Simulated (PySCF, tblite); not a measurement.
# H7O3PSi3, a small molecule taken as a stand-in for a surface group (silica 3-ring): NMR shifts, core binding energies and electronic excitations

What NMR shifts, core binding energies and electronic excitations should one expect for `P[SiH]1O[SiH2]O[SiH2]O1`?

Computed with tblite 0.8.0 and PySCF 2.14.0; each step states its level. No surroundings beyond the atoms listed, unless a continuum is named. Atoms count from 0, parts from 1.

### Step 1. The system as given

14 atoms, charge 0, multiplicity 1; geometry: distance geometry start.

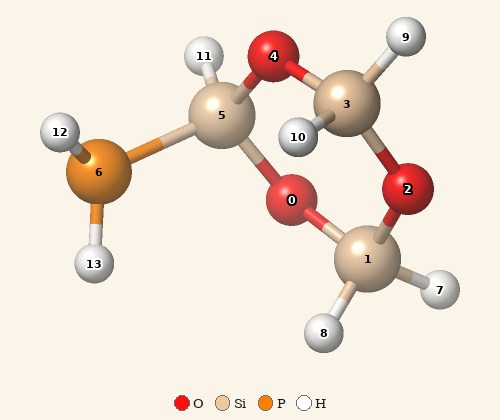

The starting geometry (oxygen red, silicon light orange, phosphorus orange, hydrogen white), atoms numbered.

### Step 2. Relaxing the cluster with GFN2-xTB

What the job is given:

```
{"job": {"kind": "relax", "xc": "GFN2-xTB", "basis": "xTB"}, "charge": 0, "multiplicity": 1}
O      1.271721    -0.871608    -0.674260
Si    -0.275408    -0.503213    -1.444437
O     -1.586399    -1.114537    -0.443979
Si    -1.553804    -1.200868     1.317082
O      0.088550    -1.525548     1.869312
Si     1.535351    -0.946806     1.059485
P      2.057911     1.019289     1.803478
H     -0.332801    -1.126105    -2.740663
H     -0.393046     0.907659    -1.601905
H     -2.417167    -2.251542     1.765391
H     -2.012442     0.028053     1.881282
H      2.594340    -1.847256     1.334422
H      1.588433     1.366697     3.051030
H      2.007229     2.054612     0.879903
```

Level: GFN2-xTB geometry optimisation, gas phase.

Run with:

```console
$ OMP_NUM_THREADS=1 python cluster_run.py task.json out
```

The driver reads the jobs from task.json and runs them one after another.

What it wrote:

```text
step      E/eV     max force
  0    -645.53795    3.673
  1    -646.23933    2.204
  2    -646.88509    1.822
  3    -647.04917    1.271
  4    -647.37487    0.834
  5    -647.43729    0.640
  6    -647.60060    0.441
  7    -647.62394    0.405
  8    -647.65390    0.388
  9    -647.68502    0.472
 10    -647.73417    0.672
 11    -647.77597    0.478
 12    -647.79388    0.275
 13    -647.79983    0.256
 14    -647.80587    0.248
 15    -647.81320    0.250
 16    -647.81974    0.254
 17    -647.82407    0.170
 18    -647.82762    0.175
 19    -647.83168    0.217
 20    -647.83661    0.217
 21    -647.84118    0.198
 22    -647.84391    0.130
 23    -647.84531    0.094
 24    -647.84676    0.101
 25    -647.84853    0.112
 26    -647.85015    0.096
 27    -647.85133    0.087
 28    -647.85215    0.056
 29    -647.85282    0.071
 30    -647.85361    0.090
 31    -647.85475    0.100
 32    -647.85624    0.108
 33    -647.85786    0.108
 34    -647.85915    0.077
 35    -647.86009    0.097
 36    -647.86109    0.106
 37    -647.86255    0.102
 38    -647.86459    0.141
 39    -647.86691    0.136
 40    -647.86890    0.102
 41    -647.87004    0.083
 42    -647.87075    0.081
 43    -647.87157    0.081
 44    -647.87237    0.059
 45    -647.87299    0.058
 46    -647.87333    0.040
 47    -647.87351    0.024
 48    -647.87361    0.023
 49    -647.87369    0.022
 50    -647.87379    0.031
 51    -647.87397    0.035
 52    -647.87427    0.046
 53    -647.87453    0.038
 54    -647.87470    0.027
 55    -647.87481    0.029
 56    -647.87494    0.032
 57    -647.87514    0.044
 58    -647.87547    0.052
 59    -647.87602    0.066
 60    -647.87670    0.070
 61    -647.87730    0.055
 62    -647.87777    0.053
 63    -647.87830    0.063
 64    -647.87911    0.091
 65    -647.88028    0.106
 66    -647.88171    0.085
 67    -647.88256    0.147
 68    -647.88329    0.045
 69    -647.88382    0.044
 70    -647.88430    0.086
 71    -647.88479    0.092
 72    -647.88567    0.084
 73    -647.88683    0.065
 74    -647.88799    0.072
 75    -647.88748    0.256
 76    -647.88785    0.153
 77    -647.88912    0.061
 78    -647.88953    0.063
 79    -647.88952    0.137
 80    -647.89059    0.051
 81    -647.89111    0.047
 82    -647.89283    0.181
 83    -647.89418    0.064
 84    -647.89470    0.063
 85    -647.89622    0.107
 86    -647.89685    0.080
 87    -647.89783    0.073
 88    -647.89860    0.091
 89    -647.89990    0.097
 90    -647.90055    0.083
 91    -647.90108    0.084
 92    -647.90156    0.060
 93    -647.90199    0.095
 94    -647.90265    0.057
 95    -647.90374    0.049
 96    -647.90420    0.047
 97    -647.90459    0.041
 98    -647.90493    0.064
 99    -647.90532    0.100
100    -647.90578    0.078
101    -647.90661    0.078
102    -647.90712    0.078
103    -647.90774    0.091
104    -647.90837    0.070
105    -647.90912    0.125
106    -647.91011    0.108
107    -647.91095    0.128
108    -647.91248    0.092
109    -647.91444    0.101
110    -647.91647    0.092
111    -647.91665    0.249
112    -647.91980    0.177
113    -647.92137    0.081
114    -647.92277    0.127
115    -647.92409    0.106
116    -647.92606    0.119
117    -647.92695    0.091
118    -647.92752    0.114
119    -647.92813    0.055
120    -647.92888    0.098
121    -647.92982    0.099
122    -647.93024    0.076
123    -647.93052    0.069
124    -647.93118    0.062
125    -647.93201    0.059
126    -647.93298    0.083
127    -647.93369    0.070
128    -647.93435    0.121
129    -647.93520    0.074
130    -647.93581    0.059
131    -647.93622    0.055
132    -647.93674    0.062
133    -647.93736    0.088
134    -647.93816    0.099
135    -647.93891    0.102
136    -647.93942    0.068
137    -647.94002    0.090
138    -647.94076    0.090
139    -647.94291    0.135
140    -647.94434    0.145
141    -647.94686    0.154
142    -647.94680    0.211
143    -647.94926    0.251
144    -647.95101    0.081
145    -647.95243    0.076
146    -647.95586    0.412
147    -647.95919    0.134
148    -647.96151    0.160
149    -647.96478    0.472
150    -647.96962    0.148
151    -647.97286    0.115
152    -647.97658    0.243
153    -647.97990    0.109
154    -647.98289    0.107
155    -647.98848    0.278
156    -647.99181    0.129
157    -647.99444    0.106
158    -647.99794    0.263
159    -647.99979    0.106
160    -648.00111    0.066
161    -648.00354    0.155
162    -648.00437    0.098
163    -648.00511    0.072
164    -648.00626    0.069
165    -648.00672    0.056
166    -648.00739    0.061
167    -648.00804    0.056
168    -648.00844    0.036
169    -648.00868    0.027
170    -648.00880    0.026
171    -648.00887    0.019
172    -648.00894    0.017
173    -648.00900    0.018
174    -648.00907    0.018
175    -648.00912    0.015
176    -648.00917    0.016
177    -648.00922    0.018
178    -648.00931    0.026
179    -648.00942    0.025
180    -648.00951    0.023
181    -648.00956    0.017
182    -648.00960    0.017
183    -648.00964    0.025
184    -648.00971    0.028
185    -648.00981    0.024
186    -648.00992    0.020
187    -648.01002    0.018
188    -648.01010    0.018
189    -648.01017    0.018
190    -648.01022    0.021
191    -648.01026    0.015
192    -648.01029    0.013
193    -648.01031    0.012
194    -648.01033    0.009
195    -648.01034    0.006
```

Wall time 6 s (1 thread of Intel Xeon Platinum 8488C, shared host).

Step by step:

```
step  energy from step 0 (eV)  largest force (eV/Å)
   0                   0.0000                3.6732
   8                  -2.1159                0.3878
  16                  -2.2818                0.2536
  24                  -2.3088                0.1017
  32                  -2.3183                0.1087
  40                  -2.3310                0.1020
  48                  -2.3357                0.0225
  56                  -2.3370                0.0324
  64                  -2.3412                0.0900
  72                  -2.3477                0.0834
  80                  -2.3526                0.0507
  88                  -2.3606                0.0910
  96                  -2.3662                0.0466
 104                  -2.3704                0.0704
 112                  -2.3818                0.1770
 120                  -2.3909                0.0975
 128                  -2.3964                0.1211
 136                  -2.4015                0.0677
 144                  -2.4131                0.0810
 152                  -2.4386                0.2428
 160                  -2.4632                0.0660
 168                  -2.4705                0.0351
 176                  -2.4712                0.0165
 184                  -2.4718                0.0281
 192                  -2.4723                0.0130
 195                  -2.4724                0.0062
```

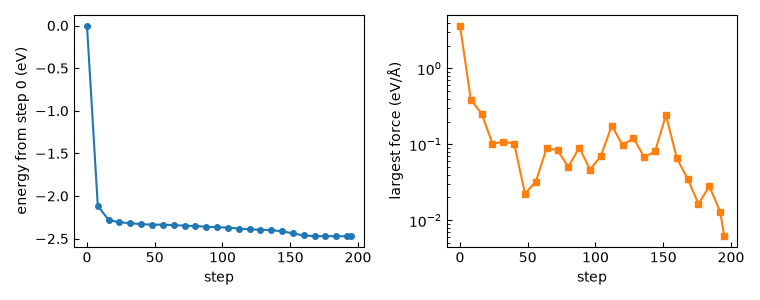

Energy and largest force along the relaxation.

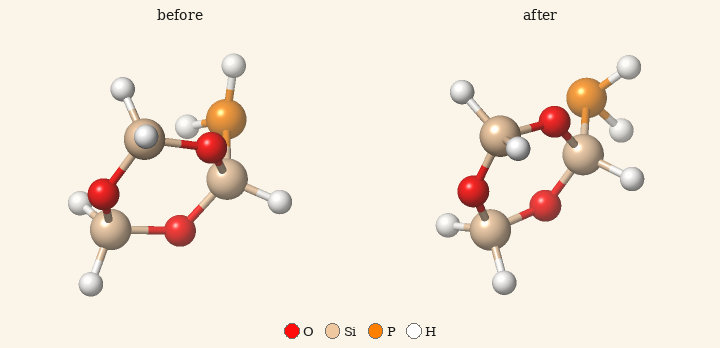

The geometry before (left) and after (right).

Distances of close pairs at the start and the end, largest changes first:

```
   bond  before (Å)  after (Å)  change (Å)
 O0–Si1       1.767      1.626      -0.141
 O2–Si3       1.763      1.624      -0.140
 Si3–O4       1.763      1.626      -0.137
 Si1–O2       1.759      1.624      -0.135
 O4–Si5       1.756      1.626      -0.131
 O0–Si5       1.755      1.626      -0.130
 Si5–P6       2.166      2.220      +0.054
Si5–H11       1.417      1.461      +0.044
```

### Step 3. Relaxing the molecule at PBE0-D3(BJ)/def2-SVP

What the job is given:

```
{"job": {"xc": "PBE0", "basis": "def2-SVP", "d3": "d3bj", "grid": 2, "kind": "geom", "shake": 0.01}, "charge": 0, "multiplicity": 1}
O      0.943237    -0.051726    -0.993146
Si    -0.317184    -0.294209    -2.024363
O     -1.681725    -0.559653    -1.169065
Si    -1.904942    -0.563663     0.436229
O     -0.540041    -0.295770     1.206571
Si     0.959604    -0.080665     0.624236
P      1.680881     1.896401     1.328893
H     -0.000853    -1.518840    -2.735014
H     -0.500960     0.952984    -2.739962
H     -2.352305    -1.918369     0.797402
H     -2.811728     0.559165     0.748460
H      1.678235    -1.321278     0.953443
H      2.958950     1.696059     0.944296
H      1.882354     1.484956     2.636428
```

What it wrote:

```text
step   0  E = -1438.67754065  max force = 0.052727
step   1  E = -1438.69639470  max force = 0.010769
step   2  E = -1438.69713015  max force = 0.002967
step   3  E = -1438.69727575  max force = 0.001008
step   4  E = -1438.69730329  max force = 0.001037
step   5  E = -1438.69733629  max force = 0.000667
step   6  E = -1438.69735877  max force = 0.000706
step   7  E = -1438.69740126  max force = 0.000775
step   8  E = -1438.69744456  max force = 0.001060
step   9  E = -1438.69748191  max force = 0.000697
step  10  E = -1438.69749696  max force = 0.000363
step  11  E = -1438.69750097  max force = 0.000268
optimisation converged
```

Wall time 2.7 min (1 thread of Intel Xeon Platinum 8488C, shared host); peak memory 0.86 GiB.

The steps of the relaxation:

```
step  energy from step 0 (eV)  largest force component (eV/Å)
   0                   0.0000                          2.7113
   1                  -0.5130                          0.5538
   2                  -0.5331                          0.1526
   3                  -0.5370                          0.0518
   4                  -0.5378                          0.0533
   5                  -0.5387                          0.0343
   6                  -0.5393                          0.0363
   7                  -0.5404                          0.0399
   8                  -0.5416                          0.0545
   9                  -0.5426                          0.0358
  10                  -0.5430                          0.0187
  11                  -0.5431                          0.0138
```

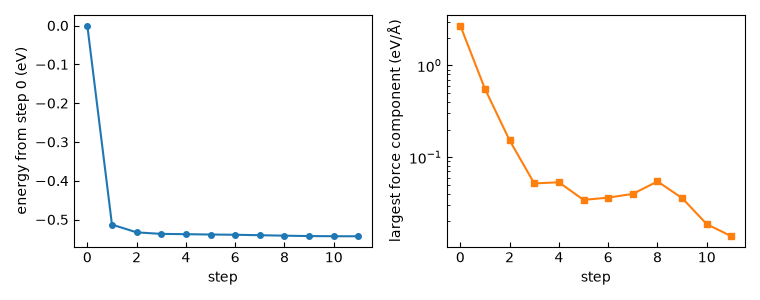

Energy and force, step by step.

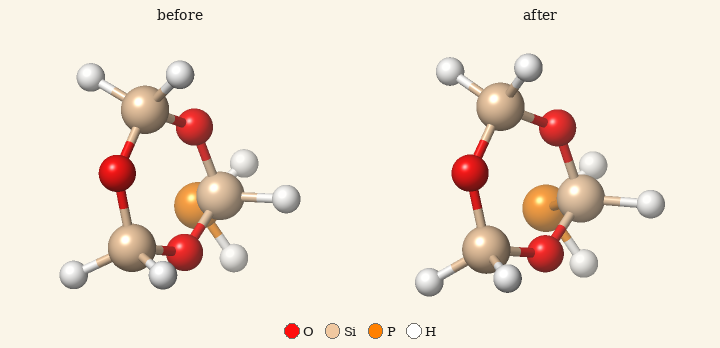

Before and after, at one scale.

Close pairs (by a distance rule), those that changed most:

```
  bond  before (Å)  after (Å)  change (Å)
P6–H12       1.350      1.430      +0.080
Si3–O4       1.590      1.664      +0.074
O0–Si5       1.618      1.664      +0.046
P6–H13       1.385      1.430      +0.044
O2–Si3       1.621      1.663      +0.042
O4–Si5       1.623      1.664      +0.041
Si1–H8       1.450      1.486      +0.036
Si1–H7       1.451      1.485      +0.035
```

The next job starts from the end point, and lists it.

```
                         at the end point                value
  point group (found at 0.08 Å tolerance)                   Cs
rotational constants (GHz, main isotopes)  1.887, 0.955, 0.741
                        dipole moment (D)                 0.66
```

### Step 4. Nuclear shieldings: PBE0/pcSseg-1

What the job is given:

```
{"job": {"kind": "nmr", "xc": "PBE0", "basis": "pcSseg-1"}, "charge": 0, "multiplicity": 1}
O      0.969024    -0.237129    -1.007840
Si    -0.325344    -0.310855    -2.052135
O     -1.698373    -0.483856    -1.130725
Si    -1.953885    -0.582819     0.509333
O     -0.467241    -0.475947     1.249641
Si     1.052793    -0.156901     0.652195
P      1.592555     1.949680     1.220822
H     -0.166700    -1.491546    -2.939248
H     -0.410137     0.949813    -2.833434
H     -2.569212    -1.893424     0.840786
H     -2.813641     0.547618     0.944560
H      1.989956    -1.202357     1.138392
H      2.959307     1.779080     0.837670
H      1.834394     1.593974     2.584177
```

With the program's defaults for keys left out, this is: GIAO PBE0/pcSseg-1 NMR shielding, non-relativistic, gas phase.

What it wrote:

```text
coarse grid: 14096 points
cycle   1  E = -1438.8586348462  dE =  8.201e-01  |g| = 1.199e+00  |ddm| = 3.627e+00
cycle   2  E = -1438.4781716222  dE =  3.805e-01  |g| = 1.858e+00  |ddm| = 2.246e+00
cycle   3  E = -1439.1052912507  dE = -6.271e-01  |g| = 8.520e-02  |ddm| = 1.570e+00
cycle   4  E = -1439.1067266011  dE = -1.435e-03  |g| = 3.456e-02  |ddm| = 1.497e-01
cycle   5  E = -1439.1070124612  dE = -2.859e-04  |g| = 9.806e-03  |ddm| = 5.419e-02
cycle   6  E = -1439.1070296818  dE = -1.722e-05  |g| = 3.768e-03  |ddm| = 1.093e-02
cycle   7  E = -1439.1070320010  dE = -2.319e-06  |g| = 8.083e-04  |ddm| = 2.989e-03
final grid: 118936 points
cycle   8  E = -1439.1759682694  dE = -6.346e-06  |g| = 1.031e-02  |ddm| = 1.627e-02
cycle   9  E = -1439.1759458164  dE =  2.245e-05  |g| = 1.536e-02  |ddm| = 1.637e-02
cycle  10  E = -1439.1759853271  dE = -3.951e-05  |g| = 4.911e-04  |ddm| = 1.019e-02
cycle  11  E = -1439.1759853781  dE = -5.101e-08  |g| = 1.016e-04  |ddm| = 7.238e-04
cycle  12  E = -1439.1759853805  dE = -2.352e-09  |g| = 2.826e-05  |ddm| = 1.642e-04
cycle  13  E = -1439.1759853806  dE = -1.378e-10  |g| = 1.429e-05  |ddm| = 3.531e-05
converged SCF energy = -1439.1759853806

GIAO shielding tensors (ppm)
atom      isotropic    diamagn.    paramagn.     s11        s22        s33       span
  0 O      234.479     403.307    -168.827    178.245    217.967    307.226    128.980
  1 Si     384.728     879.718    -494.991    355.911    392.348    405.924     50.014
  2 O      251.022     402.346    -151.324    186.201    225.866    340.998    154.797
  3 Si     384.742     879.728    -494.986    355.770    392.441    406.016     50.247
  4 O      234.482     403.328    -168.846    178.169    217.884    307.393    129.224
  5 Si     358.261     880.656    -522.395    322.856    348.453    403.472     80.616
  6 P      572.829     967.941    -395.112    527.671    589.244    601.572     73.900
  7 H       26.077      28.248      -2.171     22.922     23.423     31.886      8.964
  8 H       26.038      29.049      -3.011     22.975     23.726     31.413      8.439
  9 H       26.078      28.252      -2.174     22.927     23.422     31.886      8.960
 10 H       26.041      29.052      -3.011     22.978     23.729     31.418      8.440
 11 H       25.231      29.200      -3.969     21.210     23.359     31.123      9.914
 12 H       29.508      28.845       0.663     24.739     26.839     36.946     12.207
 13 H       29.511      28.856       0.654     24.734     26.863     36.935     12.200
```

It took 27 s on 1 thread of Intel Xeon Platinum 8488C, shared host; peak memory 0.94 GiB.

The references, computed at this level on geometries of the same kind, shield at (ppm): 1H TMS 31.27, 29Si TMS 352.0, 17O H2O 334.6, 31P H3PO4 310.1. Their shielding less the atom's gives the shift. The references are single molecules in the gas phase, so shifts against H2O, NH3, PH3, H3PO4 or CFCl3 are not on the usual liquid scales and can be off by tens of ppm. Atoms listed in one row are averaged.

```
   atoms                             environment  σ (ppm)  δ (ppm)
     H11  hydrogen on a silicon bonded to 2 O, P    25.23     6.04
 H8, H10     hydrogen on a silicon bonded to 2 O    26.04     5.23
  H7, H9     hydrogen on a silicon bonded to 2 O    26.08     5.19
H12, H13   hydrogen on a phosphorus bonded to Si    29.51     1.76
  O0, O4                   oxygen bonded to 2 Si    234.5    100.1
      O2                   oxygen bonded to 2 Si    251.0     83.5
     Si5             silicon bonded to 2 O, P, H    358.3     -6.3
Si1, Si3              silicon bonded to 2 O, 2 H    384.7    -32.7
      P6            phosphorus bonded to Si, 2 H    572.8   -262.7
```

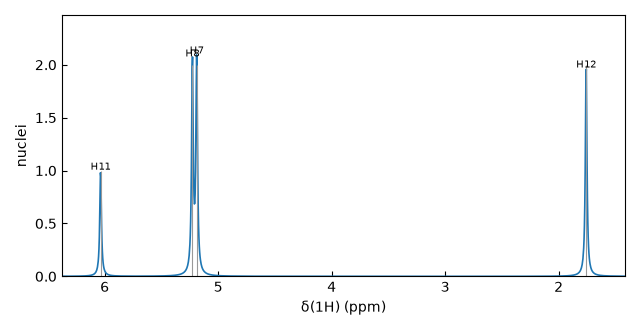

1H lines at the computed shifts, without couplings. Lines are broadened to a width of 0.02 ppm (Lorentzian).

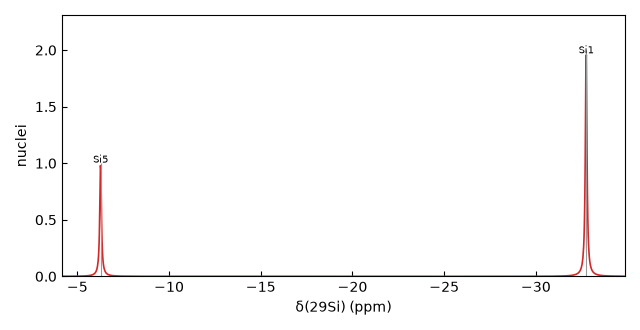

29Si lines at the computed shifts, without couplings. Lines are broadened to a width of 0.11 ppm (Lorentzian).

The run also stored atomic charges by several schemes (e):

```
   atoms  Mulliken    IAO  Hirshfeld  ESP fit
  O0, O4     -0.77  -0.88      -0.32    -0.54
Si1, Si3      1.04   1.19       0.47     0.85
      O2     -0.77  -0.88      -0.32    -0.58
     Si5      0.99   1.15       0.42     0.82
      P6     -0.26  -0.13      -0.02    -0.33
```

IAO charges:

O0 -0.88; Si1 1.19; O2 -0.88; Si3 1.19; O4 -0.88; Si5 1.15; P6 -0.13; H7 -0.15; H8 -0.15; H9 -0.15; H10 -0.15; H11 -0.15; H12 0.00; H13 0.00

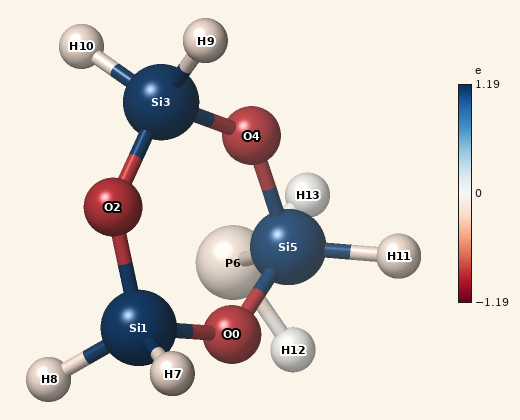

IAO charges, as colours on the atoms.

Mayer bond orders: O0–Si1 0.91, Si1–O2 0.91, O2–Si3 0.91, Si3–O4 0.91, O4–Si5 0.91, Si5–P6 1.00, Si5–O0 0.91.

Ring of atoms O0, Si1, O2, Si3, O4, Si5: NICS(0) -2.0, NICS(1) 0.1, NICS(1)zz 3.6 ppm (means of both faces).

[end of part 1 of 2]
